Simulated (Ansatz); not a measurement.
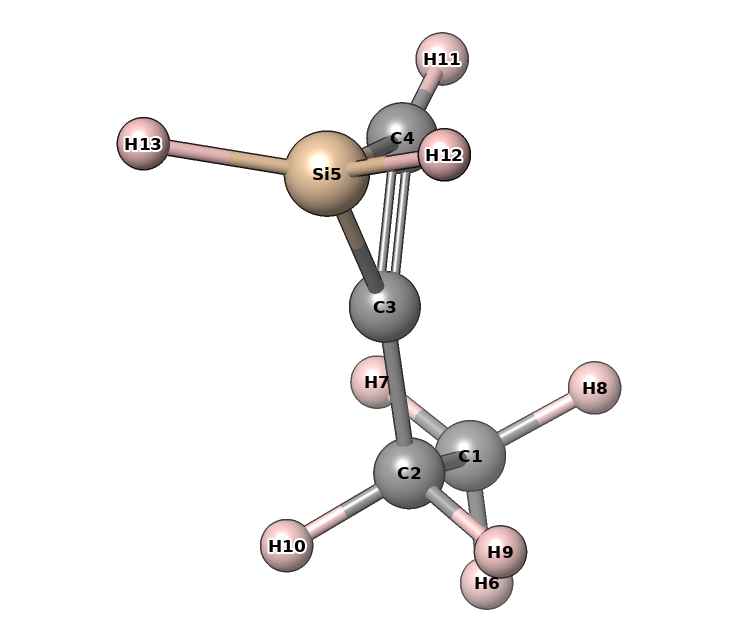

C1 lies behind C2. The molecule seen a little off the C2–C1 bond, C2 in front. Depth is shown by fading: the farther an atom, the more it takes the colour of the background. The geometry was computed by an optimisation with PBE-D4/def2-SVP. No frequency run is at hand to confirm it as a minimum.

What is the torsion angle C3–C2–C1–H6? The sign is positive where the front bond must turn clockwise to cover the back bond.

180°, antiperiplanar (anti). The bonds about C2–C1 are staggered.
